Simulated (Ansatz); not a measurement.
The figure comes from a scan of TaAs (NbAs type, space group I4_1md): the cell is scaled evenly about its relaxed volume V₀. All values below come from PBE (plane waves to 420 eV, PAW, scalar-relativistic; Ansatz, a program for electronic structure). k mesh 19×19×19 (Γ-centred), Fermi-Dirac smearing 0.05 eV. Compression counts positive. At this level the bands of TaAs touch or barely overlap. Spin-orbit coupling is left out, though Ta is heavy. TaAs is run without spin polarisation. TaAs was relaxed with its symmetry unable to fall. 

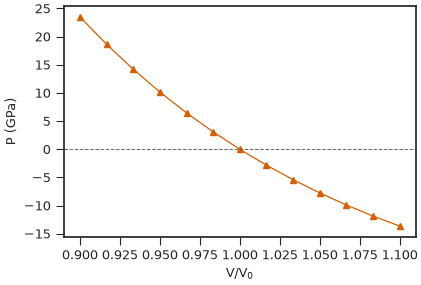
*P (GPa) against V/V₀; one marker a computed point.*

Task: Read the plotted values off the figure, to the accuracy that the plot allows.

Result: To the nearest 0.5:

```
V/V₀   P (GPa)
-----  -------
0.900     23.5
0.917     18.5
0.933     14.0
0.950     10.0
0.967      6.5
0.983      3.0
1.000      0.0
1.017     -3.0
1.033     -5.5
1.050     -8.0
1.067    -10.0
1.083    -12.0
1.100    -13.5
```

(Under strain, the slope of the energy per volume gives the stress and its curvature an elastic modulus.)
